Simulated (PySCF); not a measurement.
Core-level calculation, with input and output: C3H6F2Ge

C3H6F2Ge, computed with delta-SCF UKS SCAN, pcX-2 on the ionised atom, pcseg-1 elsewhere, non-relativistic (PySCF 2.14.0).

It belongs to a series of runs on one base structure; here: no relativity. Figures and captions count atoms from 1; the log counts them from 0 in places.

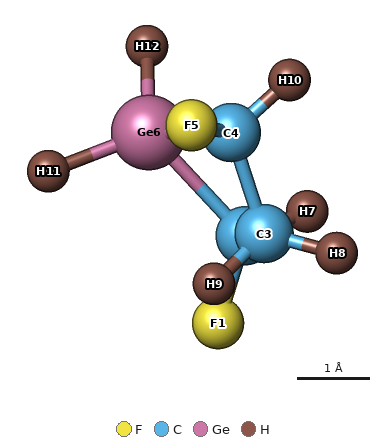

Figure 1. The structure (ball-and-stick view, seen at a tilt; atoms are numbered from 1 in the order of the input). Sticks mark near contacts. Bond lengths as drawn: C–C 1.53 Å, C–F 1.37 Å, C–Ge 2.00 Å, C–H 1.10 Å and Ge–H 1.53 to 1.54 Å.

The input
```
{"job": {"kind": "xps", "x2c": false}, "charge": 0, "multiplicity": 1}
F      1.116964     2.095371     0.425068
C      0.785503     0.933537    -0.217109
C     -0.726089     0.721437    -0.375277
C     -0.832672    -0.805046    -0.261429
F     -1.982413    -1.236932     0.340002
Ge     0.896509    -0.815722     0.743681
H      1.313725     0.908233    -1.185451
H     -1.188273     1.175196    -1.267272
H     -1.214019     1.153710     0.514695
H     -0.742774    -1.304348    -1.241341
H      0.702498    -0.674219     2.259487
H      2.002231    -1.827928     0.395935
```

The first line tells a small driver script what to run in PySCF; the rest is the geometry in Å.

Launch command:
```bash
OMP_NUM_THREADS=1 python <driver script> task.json out
```

What the program printed
```
ground state, core basis on atom 0 (F), 158 functions
  cycle   1  E = -2394.11217932  |g| = 6.72e-01
  cycle   2  E = -2393.96790343  |g| = 1.16e+00
  cycle   3  E = -2394.18571512  |g| = 1.09e-01
  cycle   4  E = -2394.18728789  |g| = 5.65e-02
  cycle   5  E = -2394.18802459  |g| = 1.28e-02
  cycle   6  E = -2394.18806896  |g| = 5.21e-03
  cycle   7  E = -2394.18807672  |g| = 1.00e-03
  cycle   8  E = -2394.18807478  |g| = 3.24e-04
  E(ground) = -2394.32055613 Eh
hole in F 1s of atom 0
  cycle   1  E = -2367.86647008  |g| = 2.57e+00
  cycle   2  E = -2366.45239943  |g| = 2.61e+00
  cycle   3  E = -2368.03929403  |g| = 1.16e+00
  cycle   4  E = -2368.71698465  |g| = 3.53e-01
  cycle   5  E = -2368.75815433  |g| = 1.10e-01
  cycle   6  E = -2368.76127527  |g| = 5.81e-02
  cycle   7  E = -2368.76261082  |g| = 9.88e-03
  cycle   8  E = -2368.76265412  |g| = 3.43e-03
  cycle   9  E = -2368.76265847  |g| = 9.44e-04
  cycle  10  E = -2368.76265937  |g| = 3.71e-04
  E(ion) = -2368.90037089 Eh   <S^2> = 0.7570   hole on atom = 1.000   binding energy = 691.718 eV
ground state, core basis on atom 1 (C), 158 functions
  cycle   1  E = -2394.15300849  |g| = 8.22e-02
  cycle   2  E = -2394.15121897  |g| = 1.28e-01
  cycle   3  E = -2394.15379712  |g| = 1.28e-02
  cycle   4  E = -2394.15381387  |g| = 7.02e-03
  cycle   5  E = -2394.15382880  |g| = 1.15e-03
  cycle   6  E = -2394.15382767  |g| = 2.51e-04
  E(ground) = -2394.28337155 Eh
hole in C 1s of atom 1
  cycle   1  E = -2382.82818324  |g| = 1.51e+00
  cycle   2  E = -2379.21480035  |g| = 2.86e+00
  cycle   3  E = -2382.96516730  |g| = 1.04e+00
  cycle   4  E = -2383.33434036  |g| = 4.48e-01
  cycle   5  E = -2383.39435599  |g| = 1.91e-01
  cycle   6  E = -2383.40416554  |g| = 7.89e-02
  cycle   7  E = -2383.40627003  |g| = 1.46e-02
  cycle   8  E = -2383.40633094  |g| = 8.41e-03
  cycle   9  E = -2383.40636995  |g| = 2.57e-03
  cycle  10  E = -2383.40637611  |g| = 1.25e-03
  cycle  11  E = -2383.40637461  |g| = 4.72e-04
  E(ion) = -2383.53621057 Eh   <S^2> = 0.7743   hole on atom = 1.000   binding energy = 292.445 eV
ground state, core basis on atom 2 (C), 158 functions
  cycle   1  E = -2394.14895182  |g| = 4.15e-02
  cycle   2  E = -2394.14890736  |g| = 2.39e-02
  cycle   3  E = -2394.14895308  |g| = 1.91e-02
  cycle   4  E = -2394.14902103  |g| = 3.11e-03
  cycle   5  E = -2394.14902174  |g| = 7.36e-04
  cycle   6  E = -2394.14902580  |g| = 1.40e-04
  E(ground) = -2394.27928982 Eh
hole in C 1s of atom 2
  cycle   1  E = -2382.88737126  |g| = 1.51e+00
  cycle   2  E = -2381.93523220  |g| = 2.02e+00
  cycle   3  E = -2383.37497106  |g| = 4.62e-01
  cycle   4  E = -2383.41835305  |g| = 3.36e-01
  cycle   5  E = -2383.45493425  |g| = 5.73e-02
  cycle   6  E = -2383.45608526  |g| = 8.64e-03
  cycle   7  E = -2383.45612555  |g| = 4.89e-03
  cycle   8  E = -2383.45613887  |g| = 1.85e-03
  cycle   9  E = -2383.45614246  |g| = 1.01e-03
  cycle  10  E = -2383.45613984  |g| = 4.28e-04
  E(ion) = -2383.58522296 Eh   <S^2> = 0.7692   hole on atom = 1.000   binding energy = 291.000 eV
```

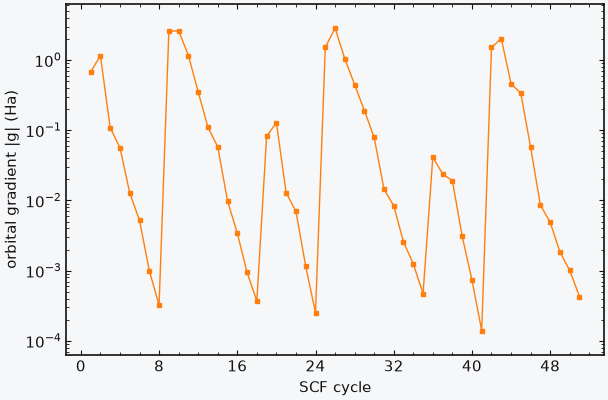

Figure 2. Convergence of the self-consistent field: orbital gradient |g| against the SCF cycle. All cycles printed in the log are drawn one after another.

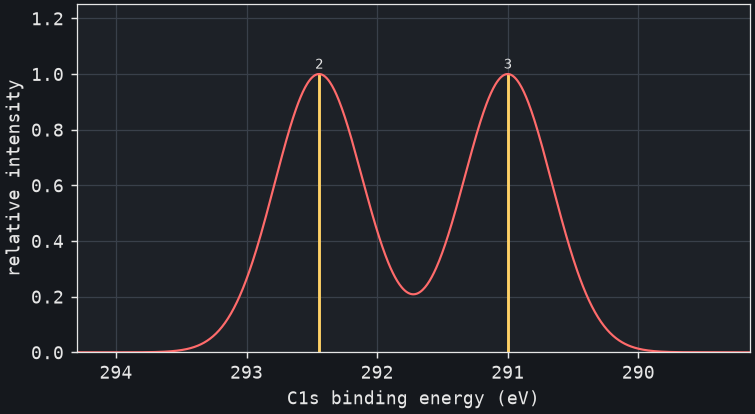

Figure 3. C1s binding energies by ΔSCF of the atoms computed, labelled by atom number, with a Gaussian envelope of 0.8 eV full width. They run from 291.00 eV (atom 3) to 292.45 eV (atom 2).

Results in brief

```tsv
quantity	value
outcome	converged
hardware	1 CPU thread, shared host
wall time	14 s
peak memory	0.53 GiB
```
